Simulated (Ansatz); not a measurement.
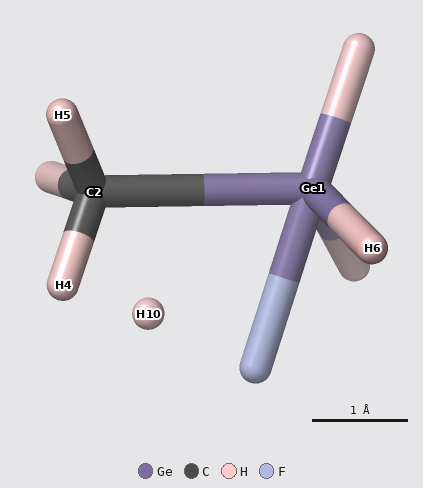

*The input geometry (stick view, seen on its broad side; atoms are numbered from 1 in the order of the input). Sticks mark near contacts.*

# Nudged elastic band of CH7FGe

System: CH7FGe.
Method: RKS LDA/def2-SVP (Ansatz 0.2.0).

One setting was made poor on purpose. It belongs to a series of runs on one base structure; here: an input spoilt on purpose.

### Input file
```yaml
crystal:
  periodic: [false, false, false]
  atoms:
    - { symbol: Ge, position_ang: [0.0, 0.0, 0.0] }
    - { symbol: C, position_ang: [0.0, 0.0, 2.31] }
    - { symbol: H, position_ang: [-0.9996, -0.3092, 2.6805] }
    - { symbol: H, position_ang: [0.7676, -0.7111, 2.6805] }
    - { symbol: H, position_ang: [0.232, 1.0203, 2.6805] }
    - { symbol: H, position_ang: [1.4616, 0.0, -0.5162] }
    - { symbol: H, position_ang: [-0.73, 1.2648, -0.5162] }
    - { symbol: H, position_ang: [-0.73, -1.2648, -0.5162] }
    - { symbol: F, position_ang: [0.7368, -1.7285, 0.6243] }
    - { symbol: H, position_ang: [0.5078, -1.1914, 1.75] }
basis:
  gaussian: { orbitals: def2-SVP }
hamiltonian:
  xc: lda
neb:
  order_check: false
  images: 5
  f_tol: 0.03
  max_iterations: 8
  final_atoms:
    - { symbol: Ge, position_ang: [0.0, 0.0, 0.0] }
    - { symbol: C, position_ang: [0.0, 0.0, 2.31] }
    - { symbol: H, position_ang: [-0.9996, -0.3092, 2.6805] }
    - { symbol: H, position_ang: [0.7676, -0.7111, 2.6805] }
    - { symbol: H, position_ang: [0.232, 1.0203, 2.6805] }
    - { symbol: H, position_ang: [1.4616, 0.0, -0.5162] }
    - { symbol: H, position_ang: [-0.73, 1.2648, -0.5162] }
    - { symbol: H, position_ang: [-0.73, -1.2648, -0.5162] }
    - { symbol: F, position_ang: [0.7368, -1.7285, 0.6243] }
    - { symbol: H, position_ang: [0.5078, -1.1914, 1.75] }
  initial_path: idpp
```

Launch command:
```bash
ansatz run input.yaml --threads 2 --pin off --max-ram 3072MiB --backend cpu --events-out ev --progress --plain --runs-dir out
```

### Log
```
Error: invalid value for `neb.final_atoms`: is identical to crystal.atoms — the two endpoints must differ for a path to exist
```

### What the run reported

| quantity | value |
| --- | --- |
| outcome | refused by the program |
| hardware | 2 threads of Intel Xeon (Sapphire Rapids), 32 GiB of memory available, shared host |

### What went wrong

The program refused the input: “invalid value for `neb.final_atoms`: is identical to crystal.atoms — the two endpoints must differ for a path to exist” A deliberately poor setting: bad input.
